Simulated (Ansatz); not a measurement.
CH₇NOSi (SMILES C[SiH](N)O)

Input file:

```
crystal:
  periodic: [false, false, false]
  atoms:
    - {symbol: C, position_ang: [-1.129357, 0.882075, 0.235123]}
    - {symbol: Si, position_ang: [-0.008304, -0.600087, 0.125299]}
    - {symbol: N, position_ang: [1.601708, -0.007406, 0.165712]}
    - {symbol: O, position_ang: [-0.240466, -1.494569, -1.240768]}
    - {symbol: H, position_ang: [-2.172922, 0.574634, 0.135633]}
    - {symbol: H, position_ang: [-1.021884, 1.388960, 1.198161]}
    - {symbol: H, position_ang: [-0.913668, 1.605538, -0.555943]}
    - {symbol: H, position_ang: [-0.328770, -1.576934, 1.198985]}
    - {symbol: H, position_ang: [2.389796, -0.626447, 0.263007]}
    - {symbol: H, position_ang: [1.800778, 0.901782, 0.548262]}
    - {symbol: H, position_ang: [0.088389, -1.104547, -2.052771]}
basis:
  gaussian: {orbitals: def2-TZVPP}
hamiltonian: {xc: pbe0, dispersion: d4}
output: {orbitals: {seedname: orbitals}}
```

Command:

```sh
ansatz run in.yaml --threads 2 --pin off --events-out ev --progress --plain --max-ram 32768MiB --backend cpu
```

Geometry: PBE0-D4/def2-TZVP.

All numbers below come from RKS PBE0-D4/def2-TZVPP (Ansatz).

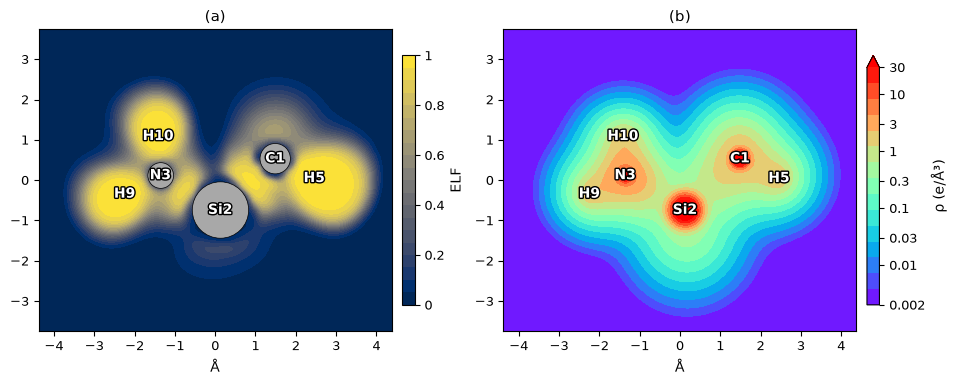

Figure 1. (a) ELF; (b) total electron density on the plane of atoms Si2, C1 and H5. Grey discs cover the atomic cores in the ELF map.

**Interpret the plot.**

The plane passes through C, Si, N and H nuclei.
Si–N (1.72 Å): ρ is about 1.1 e/Å³ halfway; the ELF peaks at about 0.90 between the atoms, as expected for a polar covalent bond.
C–Si (1.86 Å): ρ is about 1 e/Å³ halfway; the ELF peaks at about 0.95 between the atoms; a shared electron pair.
N–H (1.01 Å): ρ is about 2.9 e/Å³ halfway; the ELF climbs to about 1 towards the hydrogen, as it does in any bond to H (a covalent bond by its length).
C–H (1.09 Å): ρ is about 2 e/Å³ halfway; the ELF climbs to about 1 towards the hydrogen: an ordinary covalent bond to hydrogen.

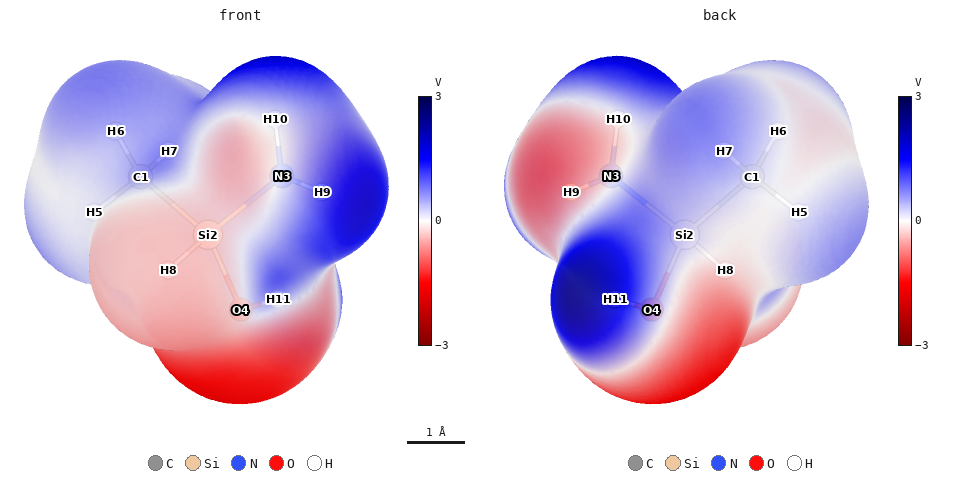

Figure 2. The molecular electrostatic potential painted on the density surface at 0.002 e/bohr³, seen from the front and from behind; red is negative and blue positive.

**Where is the surface potential most negative and most positive?**

The most negative region (about −1.6 V) lies over O4, the most positive (about +2.3 V) over H11. O4 is the likeliest acceptor of a hydrogen bond.

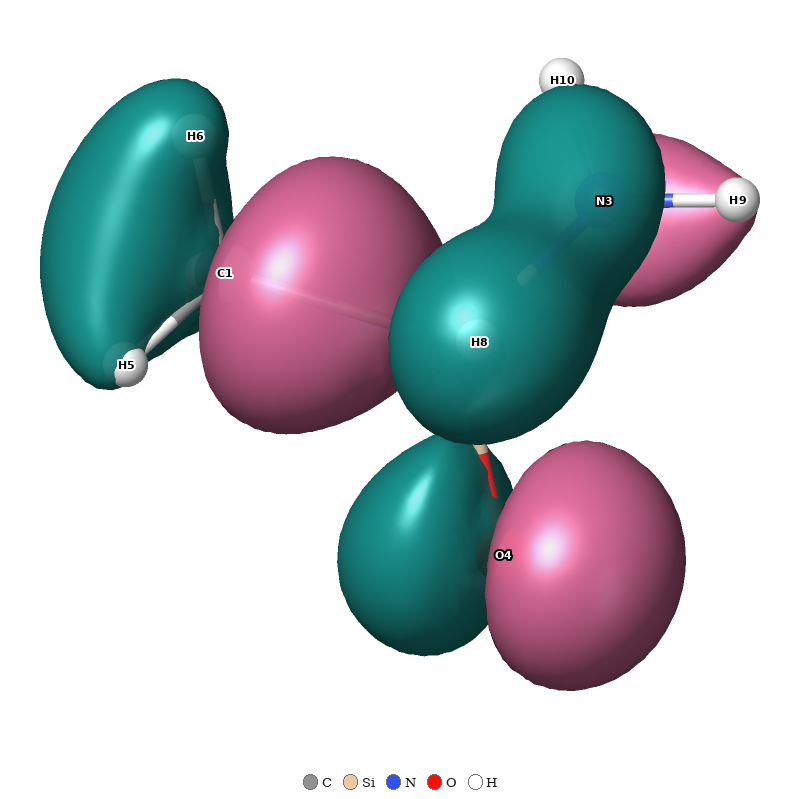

Figure 3. The HOMO−1 at ±0.1 Å⁻³ᐟ² (teal and pink are the two phases), seen across its widest extent.

**Where does this orbital lie, and at what energy?**

It lies mainly on O4 (about 30 %), C1 (about 25 %), Si2 (about 20 %) and N3 (about 10 %). Its energy is −8.41 eV.
